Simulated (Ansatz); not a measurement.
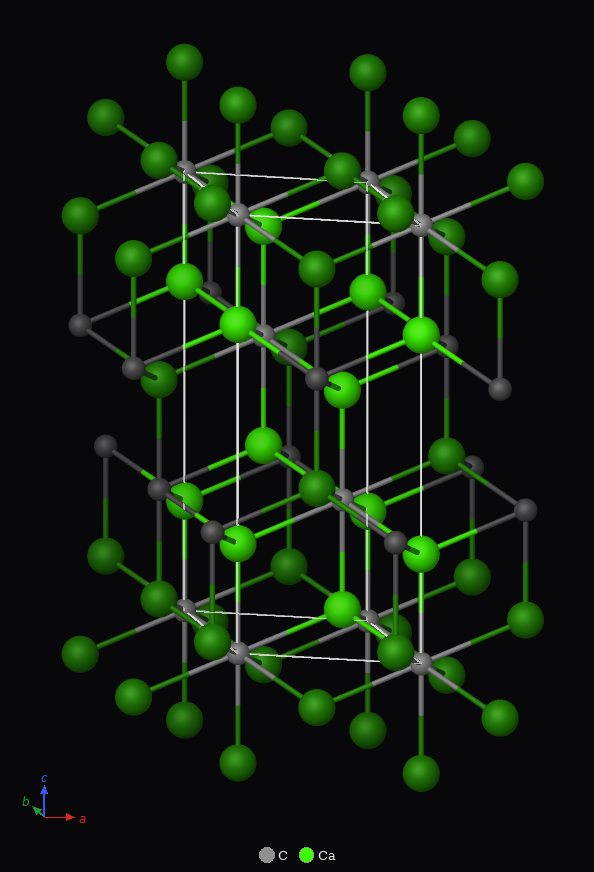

Shown here is a ball-and-stick view of the crystal, taken slightly off an axis. One conventional unit cell is framed, with atoms on its boundary repeated. Outside the box, the atoms bonded to those within are drawn, in fainter colours.

Ca2C, space group R-3m (No. 166), a = 4.473 Å, b = 4.473 Å, c = 10.711 Å, α = 90.00°, β = 90.00°, γ = 120.00°. The structure was taken from a structure type filled with these elements by a generator (whether the compound takes this form wasn't checked). The cell was then strained or its atoms displaced on purpose. A calculation with Ansatz used it as input.

This one geometry was computed with Ansatz (DFT, plane waves, PAW) at three levels of theory: HSE06, r2SCAN and PBE. It was relaxed with r2SCAN and then strained.

Q: How does the band gap change with the level of theory?

A: PBE: a gap of 0.20 eV, direct; r2SCAN: a gap of 0.40 eV, direct; HSE06: a gap of 0.81 eV, direct.

Q: Collect the results in a table.

A:
| level | cutoff (eV) | k-mesh of the run's cell | gap (eV) | pressure (GPa) |
| --- | --- | --- | --- | --- |
| HSE06 | 420 | 6×6×6 | 0.81 | -0.2 |
| r2SCAN | 500 | 8×8×8 | 0.40 | -0.5 |
| PBE | 420 | 8×8×8 | 0.20 | 0.2 |

Gaps are taken on the k-mesh or band path of each run.
